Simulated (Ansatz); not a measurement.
## A computed series for LiNbO3: pressure series

Take LiNbO3 (space group R3c, No. 161) as the base.

```xyz
10
Lattice="2.5684 1.4829 4.6290 -2.5684 1.4829 4.6290 0.0000 -2.9657 4.6290" Properties=species:S:1:pos:R:3 pbc="T T T"
Li     0.0000     0.0000     9.7499
Li     0.0000     0.0000     2.8063
Nb     0.0000     0.0000    13.6663
Nb     0.0000     0.0000     6.7227
O     -0.6530     1.4373     8.1635
O      1.5713    -0.1531     8.1635
O     -0.9182    -1.2842     8.1635
O      0.9971     1.3298     5.8489
O      0.6530    -1.5284     5.8489
O     -1.6502     0.1987     5.8489
```

Cell and atoms are relaxed at each pressure.

Computed with Ansatz (a program for electronic structure), r2SCAN, PAW, cutoff 500 eV, without spin-orbit coupling, earlier PAW set.

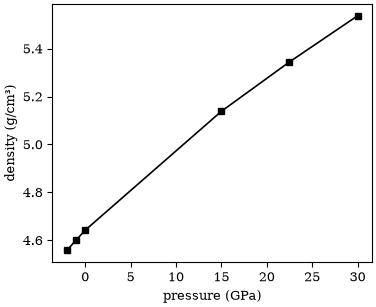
Figure: Density against pressure

From the plot, what is the density for pressure 30 GPa?

About 5.54 g/cm³.

Is the trend monotonic over the range shown?

Yes, it rises throughout, spanning 4.56 g/cm³ to 5.54 g/cm³.

Load acts through the strain it causes; cell and atoms are relaxed under it. No phonon test of stability was made. No other phases were tried under pressure.
